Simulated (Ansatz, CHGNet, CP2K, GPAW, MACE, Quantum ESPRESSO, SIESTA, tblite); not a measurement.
# Codes compared on random packing of Sn (61 atoms)

How near do other programs and methods come to a plane-wave reference for random packing of Sn (61 atoms)? A plane-wave run serves as the reference.

Calculated with Quantum ESPRESSO 7.5; Kohn-Sham DFT, PBE, SSSP efficiency 1.3.0 pseudopotentials, plane waves.

## 1. Starting point

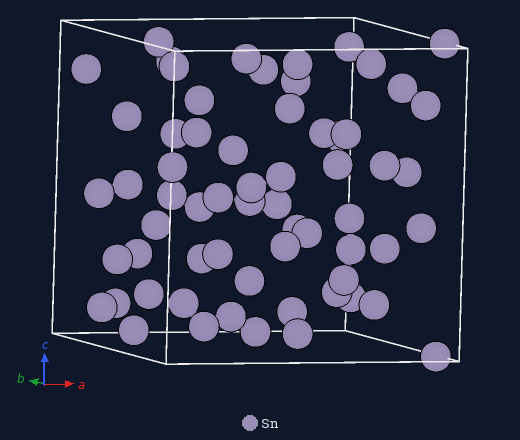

Start, viewed slightly off an axis; tin purple. Some periodic images of atoms are drawn too.

The cell holds 61 atoms: 61 Sn. Cell: a = 11.914 Å, b = 11.914 Å, c = 11.914 Å, α = 90.0°, β = 90.0°, γ = 90.0°. 61 atoms (61 Sn) packed at random in a cube at 7.11 g/cm³ and pushed apart as soft spheres; a start for melting by ab initio MD, not an equilibrated structure. Then every atom was moved at random, 0.05 Å r.m.s. a Cartesian component.

## 2. Reference: Quantum ESPRESSO, plane waves

Contents of pw.in:

```
&control
  calculation = 'scf'
  pseudo_dir = './pseudo'
  outdir = './tmp'
  disk_io = 'none'
  tprnfor = .true.
  tstress = .true.
/
&system
  ibrav = 0
  nat = 61
  ntyp = 1
  ecutwfc = 45
  ecutrho = 360
  nosym = .true.
  occupations = 'smearing'
  smearing = 'fd'
  degauss = 0.003675
/
&electrons
  conv_thr = 3.0e-07
  electron_maxstep = 100
  mixing_beta = 0.2
  mixing_mode = 'local-TF'
  diagonalization = 'david'
/
ATOMIC_SPECIES
Sn 118.710 Sn.upf
CELL_PARAMETERS angstrom
11.91370 0.00000 0.00000
0.00000 11.91370 0.00000
0.00000 0.00000 11.91370
ATOMIC_POSITIONS crystal
Sn 0.97595 0.14213 0.00187
Sn 0.44745 0.00268 0.09220
Sn 0.80622 0.54071 0.95317
Sn 0.26119 0.34622 0.08365
Sn 0.62367 0.57635 0.75416
Sn 0.31888 0.52911 0.28238
Sn 0.39769 0.31549 0.52987
Sn 0.18472 0.05704 0.52475
Sn 0.72881 0.14599 0.93788
Sn 0.45128 0.14327 0.35770
Sn 0.21844 0.83384 0.26901
Sn 0.33861 0.83954 0.65003
[... 45 atom lines left out ...]
Sn 0.66905 0.59664 0.36567
Sn 0.62572 0.27779 0.70515
Sn 0.56820 0.36423 0.12637
Sn 0.99079 0.93604 0.11260
K_POINTS gamma
```

Run with:

```bash
$ OMP_NUM_THREADS=1 mpirun -np 4 pw.x -in pw.in > output.txt
```

Numbers of over 12 decimals in the logs are rounded to 6 here.

The log of the run:

```text
Program PWSCF
     gamma-point specific algorithms are used
     one sub-group per band group will be used
     scalapack distributed-memory algorithm (size of sub-group:  2*  2 procs)
     Parallelization info
     sticks:   dense  smooth     PW     G-vecs:    dense   smooth      PW
     Min        3622    1812    448               329077   116324   14467
     Max        3624    1814    452               329084   116326   14470
     Sum       14493    7253   1801              1316323   465301   57873
     bravais-lattice index     =            0
     lattice parameter (alat)  =      22.5136  a.u.
     unit-cell volume          =   11411.3383 (a.u.)^3
     number of atoms/cell      =           61
     number of atomic types    =            1
     number of electrons       =       854.00
[... lines left out ...]
     scf convergence threshold =      3.0E-07
[... lines left out ...]
     number of k points=     1  Fermi-Dirac smearing, width (Ry)=  0.0037
[... lines left out ...]
     total energy              =   -9975.14750885 Ry
[... lines left out ...]
     total energy              =   -9942.67410999 Ry
[... lines left out ...]
     total energy              =   -9954.82630150 Ry
[... lines left out ...]
     total energy              =   -9954.68945567 Ry
[... lines left out ...]
     total energy              =   -9954.68945068 Ry
[... lines left out ...]
          k = 0.0000 0.0000 0.0000 ( 28937 PWs)   bands (ev):
   -11.7836 -11.7823 -11.7742 -11.7446 -11.7067 -11.6579 -11.6128 -11.5744
   -11.5651 -11.5592 -11.5438 -11.5349 -11.5197 -11.5170 -11.5130 -11.5097
   -11.4899 -11.4786 -11.4757 -11.4718 -11.4691 -11.4579 -11.4532 -11.4462
[...]
14.6618  14.7270  14.8252  14.8458  14.8539  14.9014  14.9512  15.0182
    15.0881  15.1215  15.1623  15.2521  15.3069  15.3264  15.4020  15.4507
     the Fermi energy is    10.5916 ev
!    total energy              =   -9954.68945514 Ry
     estimated scf accuracy    <       0.00000028 Ry
     smearing contrib. (-TS)   =      -0.02301292 Ry
     internal energy E=F+TS    =   -9954.66644221 Ry
     The total energy is F=E-TS. E is the sum of the following terms:
     one-electron contribution =   -4106.77924687 Ry
     hartree contribution      =    2675.88819454 Ry
     xc contribution           =   -2906.89544355 Ry
     ewald contribution        =   -5616.87994633 Ry
     convergence has been achieved in  12 iterations
     Forces acting on atoms (cartesian axes, Ry/au):
     atom    1 type  1   force =    -0.03969356   -0.03577611    0.06648886
     atom    2 type  1   force =     0.03865520   -0.01614825    0.02778246
     atom    3 type  1   force =    -0.05882277    0.04542161   -0.06917326
[...]
atom   60 type  1   force =     0.04876705   -0.00972691    0.02606420
     atom   61 type  1   force =    -0.08982670    0.08548419   -0.03999687
     Total force =     0.623418     Total SCF correction =     0.001742
     Computing stress (Cartesian axis) and pressure
          total   stress  (Ry/bohr**3)                   (kbar)     P=      148.69
   0.00099439  -0.00019657  -0.00017118          146.28      -28.92      -25.18
  -0.00019657   0.00099732   0.00000548          -28.92      146.71        0.81
  -0.00017118   0.00000548   0.00104052          -25.18        0.81      153.07
     Message from routine punch:
     Nothing written, as per user request (disk_io='none')
```

The job ended after 3.8 min (4 MPI ranks of Arm Neoverse V2, shared host; peak memory 4.9 GiB; 15 min of CPU time).

Banners, paths, timers and routine set-up lines are dropped from the logs unmarked, and long logs keep their key lines alone; longer cuts are marked.

Numbers from this run:

| Property | Result |
| --- | --- |
| r.m.s. force component | 1.185 eV/Å |
| longest force | 4.352 eV/Å |
| pressure | 14.87 GPa |

## 3. Local order

Pair distribution function in bins of 0.2 Å:

```tsv
r (Å)	total
2.40	0.06
2.60	1.49
2.80	2.42
3.00	1.44
3.20	1.41
3.40	0.91
3.60	0.78
3.80	0.73
4.00	0.98
4.20	1.02
4.40	0.88
4.60	0.83
4.80	1.20
5.00	1.11
5.20	1.28
5.40	0.94
5.60	0.85
5.80	0.89
```

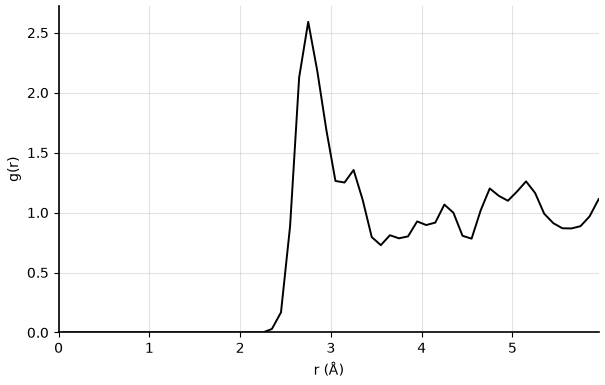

Pair distribution functions, lightly smoothed.

Bonds by pair of elements; cutoffs follow the first minimum of g(r), held within bounds set by covalent radii, and pairs that aren't listed don't count as bonded (cutoffs were set anew for this text, so counts can differ from the run's own analysis):

```tsv
pair A-B	cutoff (Å)	bonds	mean length (Å)	spread (Å)	shortest (Å)	B about A	A about B
Sn-Sn	3.08	116	2.81	0.131	2.49	3.80	3.80
```

How many atoms have how many bonded neighbours:

```tsv
element	mean	1	2	3	4	5	6	7
Sn	3.80	3	5	13	23	15	1	1
```

## 4. The ladder

The programs:
- CHGNet: machine-learned potential, published weights.
- CP2K 2026.2: Gaussian basis with GTH pseudopotentials and a plane-wave density; labels give functional, basis (MOLOPT sets; SR short-range, UZH the newer set with its own potentials), grid cutoff/relative cutoff and solver (OT: orbital transformation; TRS4, TC2, SIGN: linear-scaling purification with its sparsity filter), or its built-in tight binding.
- GPAW 26.7.0: PAW with atomic orbitals (LCAO), plane waves or a real-space grid of spacing h.
- MACE: machine-learned potential, published weights.
- Quantum ESPRESSO 7.5: plane waves; labels (QE) give functional, pseudopotential set and cutoffs of waves/density.
- SIESTA 5.4.2: numerical atomic orbitals, whose automatically made sets are far from complete, with PseudoDojo norm-conserving potentials that we converted to its format (checked against plane waves on the same files for H, C, O, Si, Ge and Ca alone); labels give functional, basis size, energy shift and mesh cutoff.
- tblite 0.8.0: extended tight binding, driven from Python.

All use the same cell and atoms; the electronic-structure runs use the same k-mesh, and an electronic temperature of 580 K (0.05 eV) where levels are smeared.

Differences are against the plane-wave reference, forces as r.m.s. over components; share is that over the reference's r.m.s. force, slope the least-squares factor from reference forces to these. Total energies of different programs have different zeros and aren't compared.

```tsv
run	Δ force, r.m.s. (meV/Å)	share (%)	slope	Δ pressure (GPa)	cores	CPU time	memory (GiB)
reference	-	-	-	-	4	15 min	4.9
CHGNet 0.3.0 potential	364	30.7	1.146	1.63	1	2.6 s	0.54
CP2K GFN1-xTB, diagonalisation	594	50.1	1.221	-13.9	1	12 s	0.23
CP2K PBE, DZVP-UZH, 244/50 Ry, diagonalisation (coarse)	59.3	5.01	0.993	1.30	4	4.7 min	3.1
CP2K PBE, DZVP-UZH, 350/50 Ry, diagonalisation	59.3	5.01	0.993	1.30	4	3.1 min	3.6
CP2K PBE, SZV-MOLOPT-SR, 350/50 Ry, diagonalisation (coarse)	334	28.2	1.171	5.63	1	2.2 min	1.8
CP2K PBE, TZV2P-UZH, 350/50 Ry, diagonalisation	55.8	4.71	0.991	0.909	4	3.8 min	4.6
GPAW PBE, LCAO dzp, h 0.16 Å	66.0	5.57	1.054	-	1	7.7 min	3.7
GPAW PBE, LCAO dzp, h 0.2 Å	66.6	5.62	1.054	-	1	4.3 min	1.9
GPAW PBE, LCAO sz(dzp), h 0.2 Å (coarse)	368	31.1	1.271	-	1	68 s	1.5
GPAW PBE, LCAO szp(dzp), h 0.2 Å (coarse)	140	11.8	1.109	-	1	3.1 min	1.9
MACE MP-0b2 small potential	243	20.5	0.966	-1.92	1	5.5 s	0.64
MACE MP-0b3 medium potential	235	19.8	0.989	-1.50	1	6.1 s	0.72
QE PBE+D3(BJ), sssp-1.3.0-efficiency, 45/360 Ry	18.6	1.57	0.998	-2.21	4	15 min	4.9
SIESTA PBE, DZ, shift 0.01 Ry, mesh 300 Ry (coarse)	289	24.4	1.176	0.622	1	2.4 min	0.96
SIESTA PBE, DZP, shift 0.005 Ry, mesh 300 Ry	156	13.1	1.119	1.65	2	8.9 min	2.1
SIESTA PBE, DZP, shift 0.01 Ry, mesh 300 Ry	192	16.2	1.142	1.58	2	6 min	1.8
SIESTA PBE, SZP, shift 0.01 Ry, mesh 300 Ry (coarse)	376	31.8	1.291	3.01	1	4.5 min	1.3
SIESTA revPBE, PBE potentials, DZP, shift 0.01 Ry, mesh 300 Ry	216	18.2	1.163	2.67	2	6.3 min	1.8
tblite IPEA1-xTB	797	67.2	1.471	2.18	1	4.3 s	0.13
```

Rows marked coarse were listed beforehand as settings not expected to be converged; some can still land near the reference.

Times of the machine-learned potentials are mostly Python's start and the loading of weights.

CPU time is summed over cores on a shared host, where runs went side by side, so it is rough. Symmetry, cutoffs, thresholds, outputs and thread counts weren't matched or tuned between programs; memory under MPI is the largest rank's times the ranks.

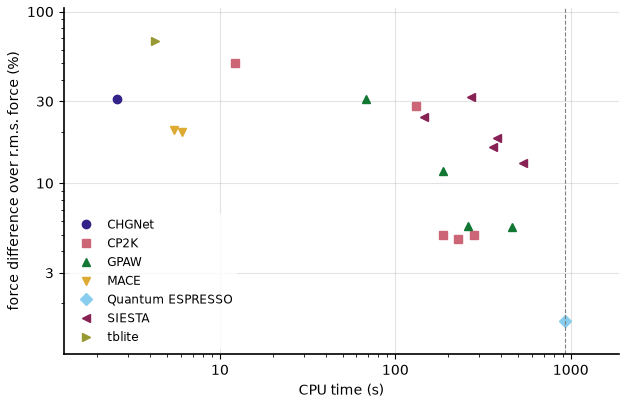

Force difference against CPU time; the dashed line marks the reference's time.

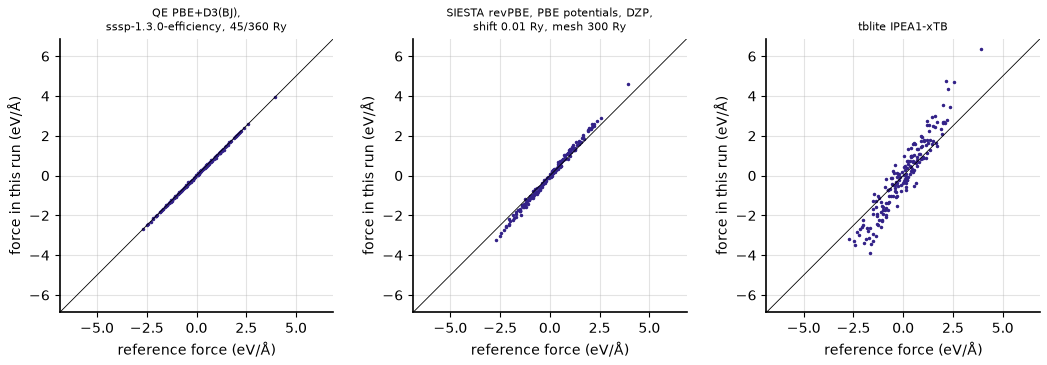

Force components against those of the reference; the line marks equality.

Runs without a result: tblite GFN2-xTB (not converged).

Within one program, basis, potentials and functional, energies share a zero. Each run against its twin at the usual cutoff or grid and solver:

```tsv
run	twin	Δ energy (meV/atom)	Δ force, r.m.s. (meV/Å)	CPU time over the twin's
CP2K PBE, DZVP-UZH, 244/50 Ry, diagonalisation	DZVP-UZH, 350/50 Ry, diagonalisation	4.0e-4	0.072	1.5
GPAW PBE, LCAO dzp, h 0.16 Å	LCAO dzp, h 0.2 Å	-17.2	6.82	1.8
```

## 5. Outcome

```json
{
 "reference r.m.s. force component": "1.18 eV/Å",
 "nearest in forces": "QE PBE+D3(BJ), sssp-1.3.0-efficiency, 45/360 Ry, 1.6 %",
 "farthest in forces": "tblite IPEA1-xTB, 67 %",
 "cheapest electronic-structure run beside the reference": "tblite IPEA1-xTB, 4.3 s of CPU time"
}
```

In words: The PBE runs in local orbitals, coarse settings apart, differ by 4.7 % (CP2K PBE, TZV2P-UZH, 350/50 Ry, diagonalisation) to 16 % (SIESTA PBE, DZP, shift 0.01 Ry, mesh 300 Ry); basis, grid and potentials can all enter. Tight binding differs by 50 % (CP2K GFN1-xTB, diagonalisation) to 67 % (tblite IPEA1-xTB); it is another model, with fitted parameters of its own, and the xTB methods hold dispersion. Machine-learned potentials differ by 20 % (MACE MP-0b3 medium potential) to 31 % (CHGNet 0.3.0 potential); they were trained on other programs' data. In the reference's own program, potentials and cutoffs, a change of model alone moves forces by 1.6 % (QE PBE+D3(BJ), sssp-1.3.0-efficiency, 45/360 Ry). Other rows with another functional or a dispersion term differ by 18 % (SIESTA revPBE, PBE potentials, DZP, shift 0.01 Ry, mesh 300 Ry), which mixes the change of model with differences of basis and potentials, some of them made for another functional. IPEA1-xTB was fitted to ionisation energies and electron affinities, not to forces or charges. CP2K GFN1-xTB, diagonalisation needed 95 SCF steps, so its time overstates the method's usual cost. Runs with settings chosen to be coarse differ by 5.0 % (CP2K PBE, DZVP-UZH, 244/50 Ry, diagonalisation) to 32 % (SIESTA PBE, SZP, shift 0.01 Ry, mesh 300 Ry), their programs' other errors included. Of the electronic-structure runs that take under half the reference's CPU time, CP2K PBE, TZV2P-UZH, 350/50 Ry, diagonalisation comes nearest, at 4.7 % in 3.8 min against 15 min. SIESTA PBE, SZP, shift 0.01 Ry, mesh 300 Ry stiffens the forces by a factor of 1.29 while following their directions (correlation 0.995); the slopes of the 5 SIESTA runs lie between 1.12 and 1.29. In pressure, CP2K PBE, SZV-MOLOPT-SR, 350/50 Ry, diagonalisation misses by +5.6 GPa, at the same functional. In the reference: levels near the Fermi energy are neither full nor empty under the smearing, so no gap is quoted. In the reference: the first maximum of g(r) stands at about 2.7 Å. Periodic xTB results under one method name differ between programs and library versions. The potentials hold different valence shells: 854 electrons in the reference, 244 in CP2K with TZV2P-UZH; this bears on time and differences. The reference's pressure holds the uncorrected Pulay stress of its 45 Ry basis, so small pressure differences, and their order, may be the reference's own error. Machine-learned potentials mimic data converged in k, so the reference's own k-point error enters their differences. The reference's pressure of 15 GPa says that the cell would expand at this level of theory. The electronic-structure runs sample only Γ, in a cell whose shortest periodic width is 12 Å, which is coarse for a cell with partly filled levels.

[Also dropped from logs without a mark: logging warnings of Python, and SIESTA's first energy breakdown and zero terms.]

[Logs are printed without paths, hosts, clocks, repeated set-up lines and the standing remarks that a program may print on its own settings, such as how far it seeks lower states.]

[Hosts, paths, dates, database ids (printed as entryN), source tags and the programs' standing remarks are cut or masked in the printed files.]
